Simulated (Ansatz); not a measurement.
Relaxed ZnS (wurtzite):

```
ZnS
1.0
    3.80610     0.00000     0.00000
   -1.90305     3.29618     0.00000
    0.00000     0.00000     6.24474
Zn S
2 2
Direct
  0.66667   0.33333   0.99975
  0.33333   0.66667   0.49975
  0.66667   0.33333   0.62545
  0.33333   0.66667   0.12545
```

In each cell atom 3 (S, nearest neighbour Zn at 2.333 Å; its periodic images, 3.8 Å or more away, move with it) moves by s·(-0.816, 0.471, -0.336) (towards the nearest neighbour), the rest being held.

Calculation: r2SCAN (plane waves to 500 eV, PAW, scalar-relativistic; Ansatz, a program for electronic structure). k mesh 8×8×5 (Γ-centred), Fermi-Dirac smearing 0.05 eV. Energies are smeared free energies. ZnS was relaxed with its symmetry unable to fall. ΔE is measured from the undisplaced structure.

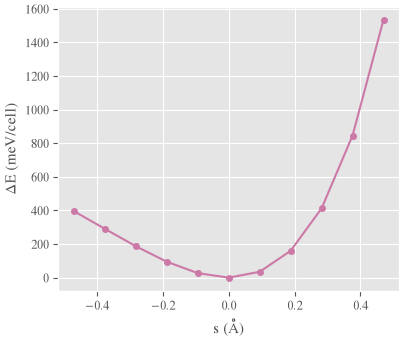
Figure. ΔE (meV/cell) against s (Å); computed points joined by lines.

The energy at s = 0.470 Å is 1536 meV/cell. The force constant k = d²E/ds² at s = 0 (finite differences) comes out as 6.94 eV/Å². Symmetry of the curve: not even: the positive side lies higher at ±0.470 Å. Harmonic estimate at the end of the scan: ½ks² = 767 meV/cell against the computed 1536 meV/cell, so the well is stiffer than harmonic there. Shape of the curve: a single well with its minimum at or next to zero displacement.

With its periodic images moving along, the atom's site symmetry in this cell is 3m..

(A displaced cell: forces are minus the slopes of the energy, force constants its curvatures, and phonons follow from these.)
